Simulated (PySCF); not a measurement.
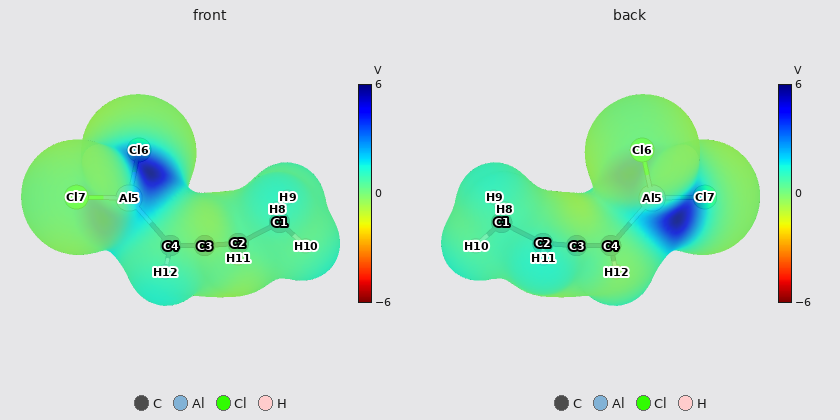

Figure. C₄H₅AlCl₂. The electrostatic potential painted on the density surface at 0.004 e/bohr³, seen from the front and from behind; the colour scale runs from red (negative) to blue (positive).

Geometry: GFN2-xTB.

Computed with PySCF 2.14.0, PBE0/def2-SVPD, SCF density, gas phase.

```yaml
atoms:
  - { symbol: C, position_ang: [-1.9832, 0.8943, -0.4926] }
  - { symbol: C, position_ang: [-1.3056, -0.3362, 0.0332] }
  - { symbol: C, position_ang: [-0.0739, -0.6595, -0.2258] }
  - { symbol: C, position_ang: [1.1797, -0.9326, -0.4477] }
  - { symbol: Al, position_ang: [2.5645, -0.2533, 0.7851] }
  - { symbol: Cl, position_ang: [2.0271, 0.8404, 2.4125] }
  - { symbol: Cl, position_ang: [4.5287, -0.6414, 0.4273] }
  - { symbol: H, position_ang: [-1.2982, 1.4820, -1.0981] }
  - { symbol: H, position_ang: [-2.3363, 1.5070, 0.3363] }
  - { symbol: H, position_ang: [-2.8460, 0.6187, -1.0989] }
  - { symbol: H, position_ang: [-1.9112, -0.9851, 0.6527] }
  - { symbol: H, position_ang: [1.4556, -1.5348, -1.3100] }
```

Which sites attract a positive test charge, and which a negative one?

Answer. A positive charge is drawn to the negative regions and a negative charge to the positive ones. The most negative region (about −0.5 V, or −12 kcal/mol for a unit charge) lies over C2, C3 and Cl6, the most positive (about +5.2 V, or +120 kcal/mol for a unit charge) over Al5.
